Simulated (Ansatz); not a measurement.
## Errors in the atomisation enthalpy at 298 K

10 molecules holding Si, Ge, B, Al, Ga, P or As; the atomisation enthalpy at 298 K in kJ/mol, computed less measured. Shapes, held fixed at every level: PBE0-D4/def2-TZVP. Flexible molecules stand in one conformer, not always the lowest. Thermal terms are harmonic and unscaled (PBE0-D4/def2-TZVP); the spin-orbit lowering of the free atoms is taken from their spectra. Programs: Ansatz 0.2.0. Measured values: CRC Handbook of Chemistry and Physics, NIST-JANAF tables.

Levels: A = HF/def2-TZVPP; B = PBE-D4/def2-TZVPP; C = B3LYP-D4/def2-TZVPP; D = RPA@PBE/STO-3G.

```
                        molecule  from tabulated heats     A    B    C     D
                HBS (SMILES B=S)                  1015  -263  +32   +4   +84
 SiO2 (silicon dioxide molecule)                  1254  -619  +31  -51  -624
AlClF2 (SMILES [F][Al]([F])[Cl])                  1609  -391   -1  -42  -445
      AsF3 (arsenic trifluoride)                  1326  -537  +91  +13  -777
    BCl2F (dichlorofluoroborane)                  1537  -374  +60  -19  -327
         BCl3 (SMILES ClB(Cl)Cl)                  1337  -334  +64  -19  -298
    BClF2 (chlorodifluoroborane)                  1736  -410  +60  -15  -389
    PF3 (phosphorus trifluoride)                  1513  -548  +43  -25  -921
        SiH2F2 (SMILES F[SiH2]F)                  1836  -461  -36  -41  -515
          PH2(PH2) (diphosphine)                  1484  -508  +10  +25  +196
```

Q: Which level does best on this set, which worst, and which err to one side?

A: 
```tsv
level	kind	mean error	mean absolute error	worst case
HF/def2-TZVPP	Hartree–Fock	-444.5	444.5	SiO2
PBE-D4/def2-TZVPP	GGA	+35.4	42.8	AsF3
B3LYP-D4/def2-TZVPP	global hybrid	-17.0	25.4	SiO2
RPA@PBE/STO-3G	RPA	-401.6	457.6	PF3
```

On this set B3LYP-D4/def2-TZVPP has the smallest mean absolute error and RPA@PBE/STO-3G the largest. Without PF3 the largest would be that of HF/def2-TZVPP. HF/def2-TZVPP is too low in 10 of 10; PBE-D4/def2-TZVPP is too high in 8 of 10; B3LYP-D4/def2-TZVPP is too low in 7 of 10; RPA@PBE/STO-3G is too low in 8 of 10. The heats of AlClF2, PF3, PH2(PH2) come from older tables and can be uncertain by 10 kJ/mol or more. The tabulated values of HBS, SiO2, AsF3, BCl2F, BCl3, BClF2, SiH2F2 are in doubt (older tables, estimates, or at odds with other calculations) and kept here. Over the 3 molecules whose values aren't doubted the mean absolute errors are A 482.3; B 18.0; C 30.7; D 520.7. The largest two are near a tie. Hartree–Fock lacks correlation and underbinds. Rows in very small basis sets show the basis more than the method. Relativity is left out for As. The set is small.

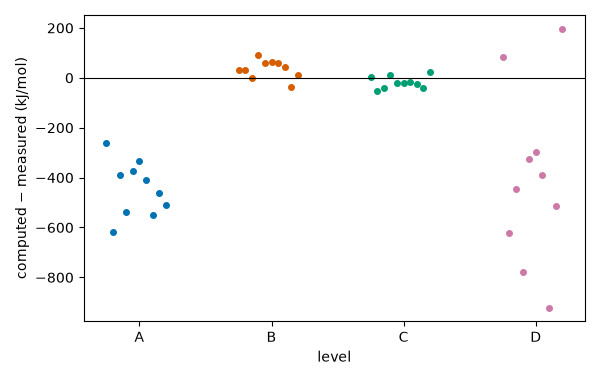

Errors of each level, one point a molecule.
